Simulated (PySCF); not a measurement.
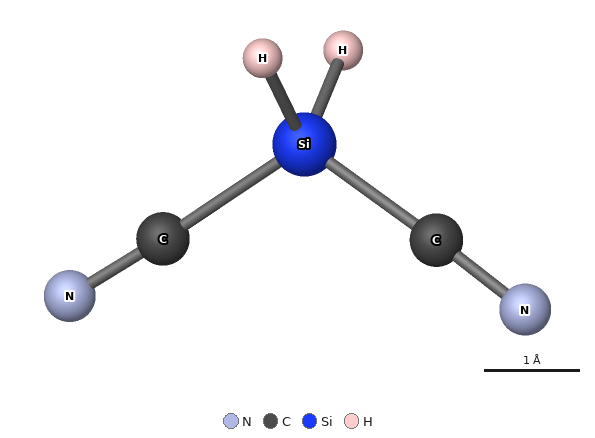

Figure 1. The starting structure (ball-and-stick view, seen at an oblique angle).

Geometry relaxation of C₂H₂N₂Si (part 1 of 2)

System: C₂H₂N₂Si.
Method: B97-2/ma-def2-SVP, RKS, dispersion D3(op) (PySCF 2.14.0).

The geometry: force field.

Output
```
#|     Arguments passed to driver run_optimizer():      |#
convergence_set           GAU_TIGHT
customengine              <pyscf.geomopt.geometric_solver.PySCFEngine object>
maxiter                   100
----------------------------------------------------------
Custom engine selected.
Bonds will be generated from interatomic distances less than 1.20 times sum of covalent radii
21 internal coordinates being used (instead of 21 Cartesians)
Internal coordinate system (atoms numbered from 1):
Distance 1-2
Distance 2-3
Distance 3-4
Distance 3-6
Distance 3-7
Distance 4-5
Angle 2-3-4
Angle 2-3-6
Angle 2-3-7
Angle 4-3-6
Angle 4-3-7
Angle 6-3-7
LinearAngleX 1-2-3
LinearAngleY 1-2-3
LinearAngleX 3-4-5
LinearAngleY 3-4-5
Translation-X 1-7
Translation-Y 1-7
Translation-Z 1-7
Rotation-A 1-7
Rotation-B 1-7
Rotation-C 1-7
<class 'geometric.internal.Distance'> : 6
<class 'geometric.internal.Angle'> : 6
<class 'geometric.internal.LinearAngle'> : 4
<class 'geometric.internal.TranslationX'> : 1
<class 'geometric.internal.TranslationY'> : 1
<class 'geometric.internal.TranslationZ'> : 1
<class 'geometric.internal.RotationA'> : 1
<class 'geometric.internal.RotationB'> : 1
<class 'geometric.internal.RotationC'> : 1
> ===== Optimization Info: ====
> Job type: Energy minimization
> Maximum number of optimization cycles: 100
> Initial / maximum trust radius (Angstrom): 0.100 / 0.300
> Convergence Criteria:
> Will converge when all 5 criteria are reached:
>  |Delta-E| < 1.00e-06
>  RMS-Grad  < 1.00e-05
>  Max-Grad  < 1.50e-05
>  RMS-Disp  < 4.00e-05
>  Max-Disp  < 6.00e-05
> === End Optimization Info ===

Geometry optimization cycle 1
Cartesian coordinates (Angstrom)
 Atom        New coordinates             dX        dY        dZ
   N   0.258400  -2.607600   1.076700    0.000000  0.000000  0.000000
   C   0.259400  -1.460700   0.708000    0.000000  0.000000  0.000000
  Si   0.336300   0.331000   0.133100    0.000000  0.000000 -0.000000
   C  -0.960200   0.782600  -1.021200    0.000000  0.000000  0.000000
   N  -1.895900   1.052600  -1.757500    0.000000  0.000000  0.000000
   H   0.354600   1.253900   1.329900    0.000000  0.000000  0.000000
   H   1.708600   0.580100  -0.514700    0.000000  0.000000  0.000000

WARN: Mole.unit (angstrom) is changed to Bohr

converged SCF energy = -476.079667122483
--------------- RKS_Scanner gradients ---------------
         x                y                z
0 N    -0.0001513974    -0.0909551974     0.0287465967
1 C     0.0036033879     0.0782186290    -0.0220829292
2 Si    -0.0463889426    -0.0022302143    -0.0216585541
3 C     0.1147238053    -0.0261304070     0.0854891462
4 N    -0.0952959415     0.0257171658    -0.0730855525
5 H     0.0074144610     0.0078830736     0.0053380513
6 H     0.0161482160     0.0074621795    -0.0027115374
----------------------------------------------
cycle 1: E = -476.079667122  dE = -476.08  norm(grad) = 0.234628
Step    0 : Gradient = 8.868e-02/1.454e-01 (rms/max) Energy = -476.0796671225
Hessian Eigenvalues: 5.00000e-02 5.00000e-02 5.00000e-02 ... 2.66214e-01 9.49901e-01 1.02493e+00

Geometry optimization cycle 2
Cartesian coordinates (Angstrom)
 Atom        New coordinates             dX        dY        dZ
   N   0.219657  -2.513666   1.023310   -0.038743  0.093934 -0.053390
   C   0.258240  -1.410437   0.682011   -0.001160  0.050263 -0.025989
  Si   0.394940   0.352046   0.146370    0.058640  0.021046  0.013270
   C  -0.970435   0.757649  -1.014706   -0.010235 -0.024951  0.006494
   N  -1.862826   0.991693  -1.705400    0.033074 -0.060907  0.052100
   H   0.316804   1.220137   1.344863   -0.037796 -0.033763  0.014963
   H   1.700849   0.537054  -0.524757   -0.007751 -0.043046 -0.010057
converged SCF energy = -476.096828693596
--------------- RKS_Scanner gradients ---------------
         x                y                z
0 N     0.0004690161     0.0087588867    -0.0031070575
1 C     0.0015188627    -0.0072127101     0.0042987916
2 Si    -0.0089927696    -0.0035339750    -0.0053282527
3 C    -0.0073886312     0.0056700193    -0.0088582301
4 N     0.0120929416    -0.0044886698     0.0108705655
5 H     0.0027686215    -0.0001566074    -0.0005765685
6 H    -0.0004735028     0.0009279267     0.0027003034
----------------------------------------------
cycle 2: E = -476.096828694  dE = -0.0171616  norm(grad) = 0.0273371
Step    1 : Displace = 6.920e-02/1.141e-01 (rms/max) Trust = 1.000e-01 (=) Grad = 1.033e-02/1.687e-02 (rms/max) E (change) = -476.0968286936 (-1.716e-02) Quality = 1.015
Hessian Eigenvalues: 4.99997e-02 5.00000e-02 5.00000e-02 ... 2.62294e-01 9.93425e-01 1.13108e+00

Geometry optimization cycle 3
Cartesian coordinates (Angstrom)
 Atom        New coordinates             dX        dY        dZ
   N   0.200070  -2.511695   1.010881   -0.019587  0.001971 -0.012429
   C   0.255866  -1.403975   0.675585   -0.002374  0.006462 -0.006425
  Si   0.417498   0.363672   0.156657    0.022559  0.011626  0.010288
   C  -0.968407   0.746025  -1.003515    0.002028 -0.011623  0.011191
   N  -1.865008   0.976187  -1.701844   -0.002182 -0.015506  0.003556
   H   0.303426   1.228528   1.356286   -0.013377  0.008391  0.011423
   H   1.714061   0.538296  -0.542400    0.013212  0.001242 -0.017643
converged SCF energy = -476.097453730349
--------------- RKS_Scanner gradients ---------------
         x                y                z
0 N     0.0003459976     0.0012166388    -0.0005806366
1 C     0.0002209189    -0.0003314311     0.0009949346
2 Si    -0.0034851636    -0.0020639985    -0.0016128906
3 C     0.0028482261     0.0013343736     0.0002596288
4 N    -0.0012092921    -0.0006150788     0.0001689752
5 H     0.0008072308     0.0001064631     0.0001249617
6 H     0.0004590987     0.0003239592     0.0006386337
----------------------------------------------
cycle 3: E = -476.09745373  dE = -0.000625037  norm(grad) = 0.0059435
Step    2 : Displace = 1.989e-02/2.720e-02 (rms/max) Trust = 1.414e-01 (+) Grad = 2.246e-03/4.360e-03 (rms/max) E (change) = -476.0974537303 (-6.250e-04) Quality = 1.253
Hessian Eigenvalues: 4.99919e-02 5.00000e-02 5.00000e-02 ... 2.62999e-01 1.00977e+00 1.23959e+00

Geometry optimization cycle 4
Cartesian coordinates (Angstrom)
 Atom        New coordinates             dX        dY        dZ
   N   0.188672  -2.510516   1.003651   -0.011398  0.001179 -0.007230
   C   0.255884  -1.401554   0.671906    0.000018  0.002422 -0.003679
  Si   0.429433   0.370667   0.163356    0.011935  0.006995  0.006698
   C  -0.968719   0.737507  -0.995232   -0.000313 -0.008519  0.008283
   N  -1.859944   0.968625  -1.699309    0.005063 -0.007562  0.002534
   H   0.297718   1.234140   1.361422   -0.005709  0.005612  0.005136
   H   1.715739   0.541346  -0.553541    0.001677  0.003050 -0.011141
converged SCF energy = -476.097545376354
--------------- RKS_Scanner gradients ---------------
         x                y                z
0 N     0.0002723421    -0.0005298818     0.0000885499
1 C    -0.0005640341     0.0005326261    -0.0001139887
2 Si     0.0003593680    -0.0002445080     0.0003348927
3 C     0.0002085110     0.0008306912    -0.0009824106
4 N    -0.0000879255    -0.0005686198     0.0006959058
5 H    -0.0001655935     0.0000331345     0.0000056751
6 H    -0.0000351480    -0.0000723998    -0.0000388094
----------------------------------------------
cycle 4: E = -476.097545376  dE = -9.1646e-05  norm(grad) = 0.00195684
Step    3 : Displace = 1.130e-02/1.499e-02 (rms/max) Trust = 2.000e-01 (+) Grad = 7.396e-04/1.303e-03 (rms/max) E (change) = -476.0975453764 (-9.165e-05) Quality = 1.084
Hessian Eigenvalues: 4.99464e-02 5.00000e-02 5.00000e-02 ... 2.70961e-01 1.02745e+00 1.23963e+00

Geometry optimization cycle 5
Cartesian coordinates (Angstrom)
 Atom        New coordinates             dX        dY        dZ
   N   0.188707  -2.510486   1.004630    0.000035  0.000030  0.000979
   C   0.258176  -1.402023   0.672276    0.002292 -0.000469  0.000369
  Si   0.429327   0.370823   0.164193   -0.000106  0.000156  0.000837
   C  -0.970982   0.735508  -0.992980   -0.002263 -0.001999  0.002252
   N  -1.857556   0.971694  -1.701753    0.002389  0.003069 -0.002444
   H   0.298553   1.233576   1.362651    0.000835 -0.000564  0.001229
   H   1.713681   0.542977  -0.555894   -0.002058  0.001631 -0.002353
converged SCF energy = -476.097560586687
--------------- RKS_Scanner gradients ---------------
         x                y                z
0 N     0.0002334320    -0.0001255318    -0.0000036777
1 C    -0.0005199174     0.0000410289    -0.0000558978
2 Si     0.0005171735     0.0000173006     0.0004692415
3 C     0.0005329175     0.0004483427    -0.0004414260
4 N    -0.0005712437    -0.0002870272     0.0001241431
5 H    -0.0001632905    -0.0000120674    -0.0000334549
6 H    -0.0000390364    -0.0000959521    -0.0000711970
----------------------------------------------
cycle 5: E = -476.097560587  dE = -1.52103e-05  norm(grad) = 0.0014075
Step    4 : Displace = 2.830e-03/4.765e-03 (rms/max) Trust = 2.828e-01 (+) Grad = 5.320e-04/8.245e-04 (rms/max) E (change) = -476.0975605867 (-1.521e-05) Quality = 1.710
Hessian Eigenvalues: 4.40243e-02 4.99997e-02 5.00000e-02 ... 2.61880e-01 1.08434e+00 1.30060e+00

Geometry optimization cycle 6
Cartesian coordinates (Angstrom)
 Atom        New coordinates             dX        dY        dZ
   N   0.191636  -2.511304   1.010339    0.002930 -0.000819  0.005708
   C   0.266233  -1.404159   0.674556    0.008058 -0.002136  0.002280
  Si   0.426365   0.369308   0.164974   -0.002962 -0.001515  0.000781
   C  -0.978609   0.730717  -0.986880   -0.007627 -0.004791  0.006099
   N  -1.849606   0.983789  -1.708998    0.007949  0.012096 -0.007245
   H   0.301445   1.230629   1.365169    0.002892 -0.002947  0.002518
   H   1.706014   0.548575  -0.562204   -0.007666  0.005598 -0.006310
converged SCF energy = -476.09758377818
--------------- RKS_Scanner gradients ---------------
         x                y                z
0 N     0.0000069638    -0.0002198468     0.0000812278
1 C    -0.0000942206     0.0001108082    -0.0001358212
2 Si     0.0001948804     0.0002014249     0.0002216818
3 C     0.0000920170    -0.0001030810     0.0000278306
4 N    -0.0002180528     0.0000624362    -0.0001642686
5 H    -0.0000218644    -0.0000095065     0.0000077877
6 H     0.0000408056    -0.0000435339    -0.0000535553
----------------------------------------------
cycle 6: E = -476.097583778  dE = -2.31915e-05  norm(grad) = 0.00057239
Step    5 : Displace = 9.588e-03/1.704e-02 (rms/max) Trust = 3.000e-01 (+) Grad = 2.163e-04/3.573e-04 (rms/max) E (change) = -476.0975837782 (-2.319e-05) Quality = 1.074
Hessian Eigenvalues: 4.23592e-02 4.99997e-02 5.00000e-02 ... 2.61610e-01 1.08473e+00 1.29789e+00

Geometry optimization cycle 7
Cartesian coordinates (Angstrom)
 Atom        New coordinates             dX        dY        dZ
   N   0.192938  -2.511326   1.011620    0.001302 -0.000021  0.001281
   C   0.267331  -1.404473   0.675240    0.001098 -0.000314  0.000684
  Si   0.425624   0.368602   0.164599   -0.000741 -0.000706 -0.000375
   C  -0.979337   0.730667  -0.986377   -0.000727 -0.000050  0.000503
   N  -1.849345   0.985163  -1.709068    0.000261  0.001373 -0.000070
   H   0.301458   1.230014   1.364804    0.000013 -0.000615 -0.000365
   H   1.704953   0.549289  -0.562493   -0.001061  0.000714 -0.000290
converged SCF energy = -476.09758433081
--------------- RKS_Scanner gradients ---------------
         x                y                z
0 N     0.0000046339     0.0000536953    -0.0000089918
1 C    -0.0000355219    -0.0000777287    -0.0000143920
2 Si     0.0000393263     0.0000594461     0.0000387350
3 C     0.0000554181    -0.0000505175     0.0000438650
4 N    -0.0000666663     0.0000345274    -0.0000738969
5 H     0.0000068533    -0.0000101820    -0.0000082310
6 H    -0.0000024625    -0.0000103969     0.0000078592
----------------------------------------------
cycle 7: E = -476.097584331  dE = -5.5263e-07  norm(grad) = 0.000190042
Step    6 : Displace = 1.174e-03/1.903e-03 (rms/max) Trust = 3.000e-01 (=) Grad = 7.183e-05/1.053e-04 (rms/max) E (change) = -476.0975843308 (-5.526e-07) Quality = 1.071
Hessian Eigenvalues: 3.90375e-02 4.93498e-02 4.99999e-02 ... 2.62688e-01 1.12607e+00 1.26084e+00

Geometry optimization cycle 8
Cartesian coordinates (Angstrom)
 Atom        New coordinates             dX        dY        dZ
   N   0.193758  -2.511312   1.012183    0.000820  0.000014  0.000563
   C   0.267872  -1.404469   0.675638    0.000542  0.000004  0.000398
  Si   0.425426   0.368470   0.164542   -0.000198 -0.000132 -0.000057
   C  -0.979700   0.730605  -0.986049   -0.000363 -0.000062  0.000328
   N  -1.849787   0.985122  -1.708556   -0.000442 -0.000041  0.000513
   H   0.301295   1.230000   1.364724   -0.000162 -0.000014 -0.000080
   H   1.704626   0.549651  -0.562716   -0.000327  0.000362 -0.000222
converged SCF energy = -476.097584346417
--------------- RKS_Scanner gradients ---------------
         x                y                z
0 N    -0.0000035125     0.0000014419     0.0000018438
1 C    -0.0000112318    -0.0000048905    -0.0000094317
2 Si    -0.0000137484    -0.0000049521    -0.0000093699
3 C    -0.0000095528     0.0000005087    -0.0000084594
4 N     0.0000265588     0.0000032089     0.0000022539
5 H     0.0000036757     0.0000012071     0.0000023792
6 H     0.0000095317     0.0000020991     0.0000057428
----------------------------------------------
cycle 8: E = -476.097584346  dE = -1.56072e-08  norm(grad) = 3.98858e-05
Step    7 : Displace = 2.811e-04/3.839e-04 (rms/max) Trust = 3.000e-01 (=) Grad = 1.508e-05/2.685e-05 (rms/max) E (change) = -476.0975843464 (-1.561e-08) Quality = 0.270
Hessian Eigenvalues: 1.91536e-02 4.59069e-02 4.99999e-02 ... 2.65178e-01 1.15163e+00 1.37338e+00

Geometry optimization cycle 9
Cartesian coordinates (Angstrom)
 Atom        New coordinates             dX        dY        dZ
   N   0.194990  -2.511157   1.012835    0.001232  0.000155  0.000652
   C   0.268684  -1.404312   0.676186    0.000812  0.000157  0.000548
  Si   0.425278   0.368528   0.164649   -0.000148  0.000058  0.000107
   C  -0.980303   0.730324  -0.985407   -0.000603 -0.000281  0.000642
   N  -1.850733   0.984551  -1.707569   -0.000946 -0.000571  0.000987
   H   0.301164   1.230173   1.364760   -0.000132  0.000174  0.000036
   H   1.704129   0.550194  -0.563052   -0.000497  0.000543 -0.000336
converged SCF energy = -476.09758431841
--------------- RKS_Scanner gradients ---------------
         x                y                z
0 N    -0.0000083392    -0.0000100418     0.0000004837
1 C     0.0000050365     0.0000309518    -0.0000008339
2 Si    -0.0000283867    -0.0000444590    -0.0000359650
3 C    -0.0000292922     0.0000294006    -0.0000264335
4 N     0.0000670040    -0.0000131791     0.0000370054
5 H    -0.0000024685     0.0000009272     0.0000000878
6 H    -0.0000017993     0.0000047240     0.0000106325
----------------------------------------------
cycle 9: E = -476.097584318  dE = 2.80072e-08  norm(grad) = 0.000117601
Step    8 : Displace = 1.637e-04/2.246e-04 (rms/max) Trust = 3.000e-01 (=) Grad = 4.445e-05/7.767e-05 (rms/max) E (change) = -476.0975843184 (+2.801e-08) Quality = -0.625
Poor-quality step dominated by net translation/rotation detected; will project out net forces and torques past this point.
Hessian Eigenvalues: 4.23139e-03 4.53546e-02 5.00000e-02 ... 3.15236e-01 1.15418e+00 1.49760e+00

Geometry optimization cycle 10
Cartesian coordinates (Angstrom)
 Atom        New coordinates             dX        dY        dZ
   N   0.196357  -2.510953   1.013457    0.001366  0.000204  0.000622
   C   0.269579  -1.404082   0.676774    0.000895  0.000229  0.000588
  Si   0.425176   0.368748   0.164882   -0.000101  0.000221  0.000233
   C  -0.981041   0.729908  -0.984618   -0.000739 -0.000416  0.000789
   N  -1.851959   0.983640  -1.706365   -0.001226 -0.000911  0.001204
   H   0.301114   1.230513   1.364929   -0.000050  0.000339  0.000169
   H   1.703627   0.550832  -0.563440   -0.000502  0.000637 -0.000389
converged SCF energy = -476.097584297841
--------------- RKS_Scanner gradients ---------------
         x                y                z
0 N    -0.0000126452    -0.0000227610     0.0000003204
1 C     0.0000149623     0.0000375332     0.0000078214
2 Si    -0.0000270620    -0.0000527391    -0.0000368506
3 C    -0.0000278886     0.0000422537    -0.0000306518
4 N     0.0000609236    -0.0000150504     0.0000347261
5 H    -0.0000090265     0.0000046862     0.0000058612
6 H     0.0000024308     0.0000040795     0.0000037767
----------------------------------------------
cycle 10: E = -476.097584298  dE = 2.05694e-08  norm(grad) = 0.000126748
Step    9 : Displace = 7.558e-05/1.157e-04 (rms/max) Trust = 8.185e-05 (-) Grad = 4.780e-05/7.098e-05 (rms/max) E (change) = -476.0975842978 (+2.057e-08) Quality = -0.253
Hessian Eigenvalues: 1.63940e-02 4.53146e-02 4.99999e-02 ... 2.65480e-01 1.15488e+00 1.33288e+00

Geometry optimization cycle 11
Cartesian coordinates (Angstrom)
 Atom        New coordinates             dX        dY        dZ
   N   0.196327  -2.510945   1.013421   -0.000030  0.000009 -0.000036
   C   0.269563  -1.404073   0.676761   -0.000016  0.000010 -0.000013
  Si   0.425192   0.368773   0.164905    0.000016  0.000025  0.000023
   C  -0.981039   0.729883  -0.984608    0.000002 -0.000025  0.000010
   N  -1.851970   0.983594  -1.706372   -0.000010 -0.000046 -0.000007
   H   0.301145   1.230536   1.364950    0.000032  0.000023  0.000021
   H   1.703633   0.550836  -0.563439    0.000006  0.000004  0.000002
converged SCF energy = -476.097584307215
--------------- RKS_Scanner gradients ---------------
         x                y                z
0 N    -0.0000117348    -0.0000119271    -0.0000026008
1 C     0.0000118880     0.0000258928     0.0000082538
2 Si    -0.0000234544    -0.0000455364    -0.0000317488
3 C    -0.0000025891     0.0000304454    -0.0000097367
4 N     0.0000351529    -0.0000067506     0.0000131010
5 H    -0.0000081164     0.0000028139     0.0000035894
6 H     0.0000005342     0.0000030835     0.0000041486
```
